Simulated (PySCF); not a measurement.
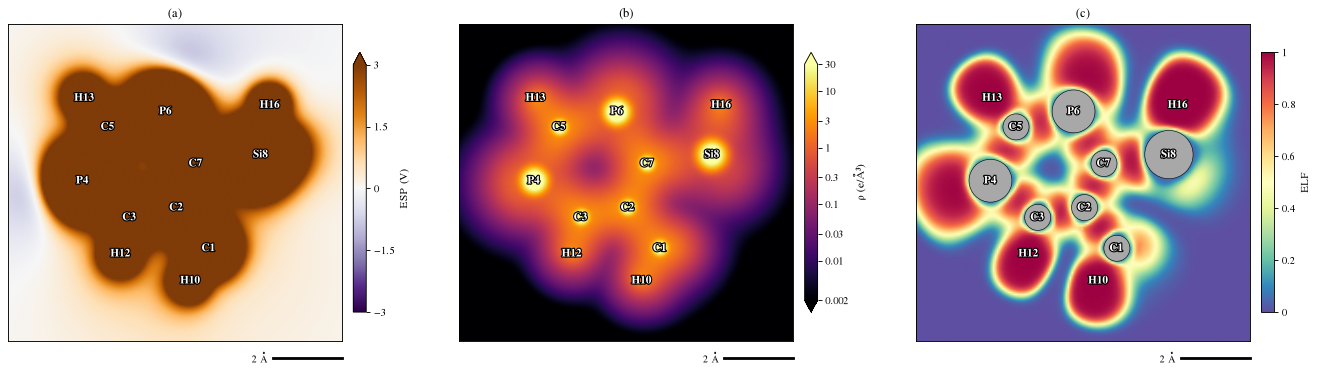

C5H8P2Si. (a) electrostatic potential; (b) total electron density; (c) electron localisation function on the plane of atoms C2, C7 and Si8. Grey discs cover the atomic cores in the ELF map.

Geometry: GFN2-xTB.

All numbers below come from PySCF 2.14.0, PBE0/pcSseg-1, SCF density, gas phase, non-relativistic.

Input

```
{"job": {"kind": "nmr", "xc": "PBE0", "basis": "pcSseg-1"}, "charge": 0, "multiplicity": 1}
C     -0.799967     1.685479     0.056720
C      0.270723     0.628498     0.054329
C      1.580424     1.069887     0.167093
P      3.064729     0.179031     0.215397
C      2.521431    -1.453740     0.086473
P      0.925429    -2.094923    -0.060423
C     -0.130454    -0.702745    -0.050748
Si    -1.960468    -1.179276    -0.215341
H     -1.436413     1.587399    -0.820678
H     -0.368158     2.683919     0.062761
H     -1.429739     1.578280     0.938877
H      1.723528     2.143851     0.238199
H      3.308660    -2.202704     0.098246
H     -2.736477    -0.618861     0.896249
H     -2.496482    -0.656950    -1.478077
H     -2.044367    -2.638202    -0.200487
```

Command:

```sh
OMP_NUM_THREADS=1 python probes_run.py task.json out
```

> Read the bonding off the picture.

- The plane passes through C, P, Si and H nuclei.
- C–C (1.39 Å): the density is about 2.1 e/Å³ at the midpoint; the ELF peaks at about 0.95 between the atoms; localised, covalent bonding.
- C–P (1.73 Å): ρ at the midpoint is about 1.3 e/Å³; the ELF peaks at about 0.95 between the atoms: localised, covalent bonding.
- C–Si (1.90 Å): ρ is about 0.91 e/Å³ halfway; the ELF peaks at about 0.95 between the atoms, as expected for a covalent bond.
- C–H (1.09 Å): ρ is about 2 e/Å³ halfway; the ELF climbs to about 1 towards the hydrogen, as it does in any bond to H: a covalent bond by its length.
- C–C (1.50 Å): ρ is about 1.7 e/Å³ halfway; the ELF peaks at about 0.95 between the atoms, as expected for a shared electron pair.
- The ELF also peaks beside P4 and P6, away from the bonds: lone-pair regions.
- Outside the dense part of the molecule the potential is most negative (−0.8 V) near P6.
